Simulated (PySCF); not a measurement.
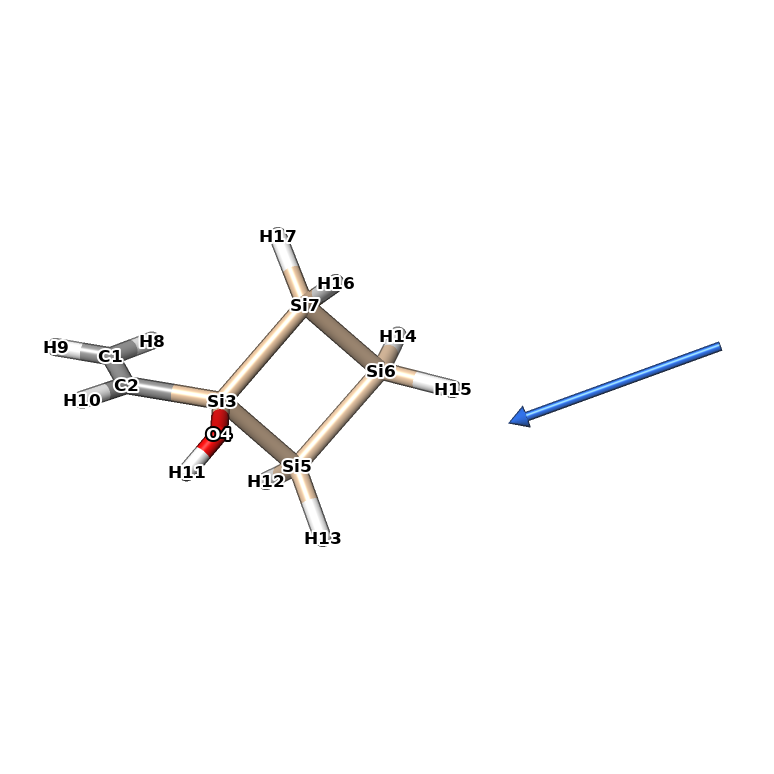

The arrow beside the molecule shows the direction of the dipole moment, from the negative to the positive end (its length means nothing). The geometry was computed by an optimisation with GFN2-xTB. No frequency run is at hand to confirm it as a minimum. Level of theory: PBE0/pcSseg-1, gas phase (PySCF 2.14.0).

### Estimate the dipole moment.

2.13 D; it points from the side of H15 to the side of H9 (the outermost atoms at the two ends).

The geometry is semi-empirical. Around Si such bond lengths and angles can be off by a tenth of an ångström or more and by several degrees, and values that hang on the shape move with them.
